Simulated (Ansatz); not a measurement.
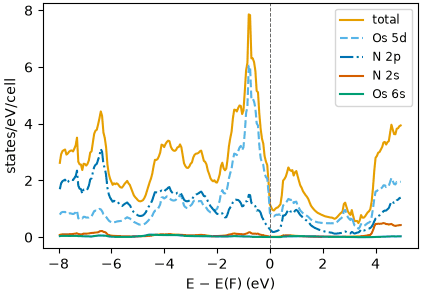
Total and projected density of states of OsN$_{2}$ in space group Pnnm (No. 58; Os on 2a, N on 4g), plane-wave PAW PBEsol (Ansatz code)

Which orbitals carry the states next to the Fermi level?

Within 0.5 eV of the Fermi level: Os 5d 75 %, N 2p 21 %. Projections are on Löwdin-orthogonalised atomic valence shells; empty p or d shells of many metals are not among them.

Where is the tallest occupied peak in this window, and what makes it?

Near -0.8 eV, about 7.9 states/eV per cell; the largest projected share is Os 5d.

The first step of the workflow began from a Materials Project structure, measured or hypothetical; the Crystallography Open Database copy checked does not list it. Its standing as an ambient phase is unchecked. Symmetry was held in the PBEsol relaxation; its stability against distortions is not shown here. The run is not spin-polarised. Its formation energy is positive at this level, so the cell may be metastable or incomplete. Spin–orbit coupling is left out wherever it is not named.

Potentials: the later of the program's two PAW sets.
